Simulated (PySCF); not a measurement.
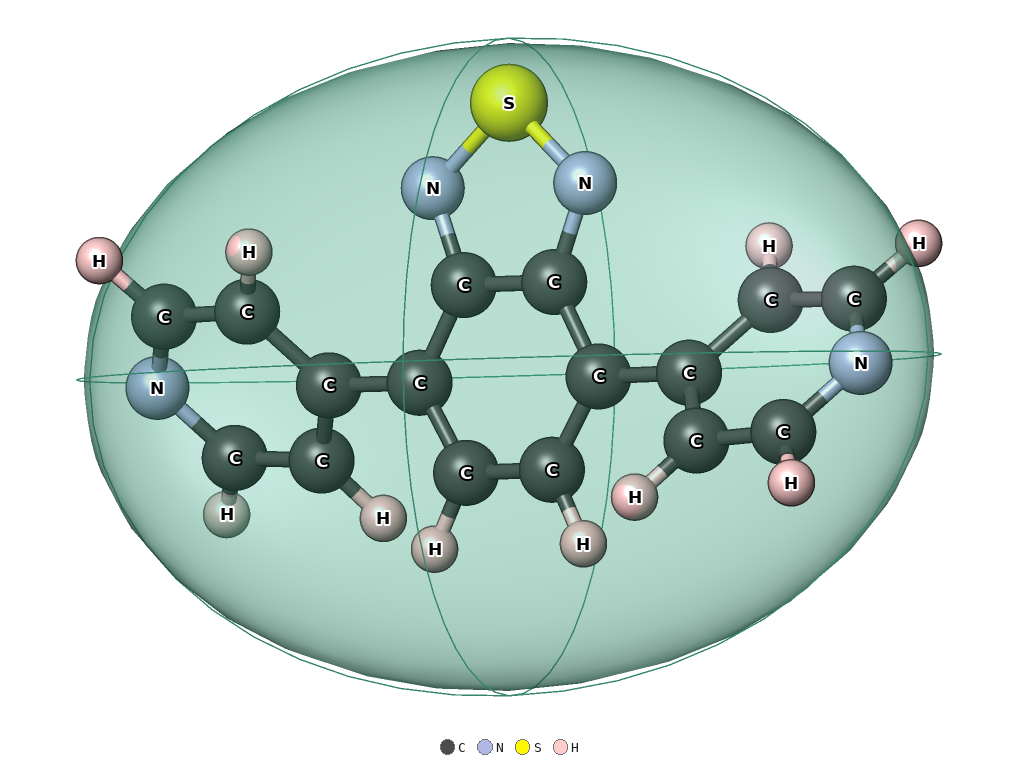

The ellipsoid shows the static dipole polarisability: its half-axes are proportional to the principal values. The computed structure is the end point of a GFN2-xTB optimisation. No frequency run is at hand to confirm it as a minimum. Method: PBE0/6-31G* (PySCF 2.14.0).

Give the principal values, the mean and the anisotropy.

Principal values 103.4, 202.2, 331.5 bohr³; mean 212.4 bohr³ (31.47 Å³); anisotropy 198.2 bohr³, so the longest axis is 3.21 times the shortest.
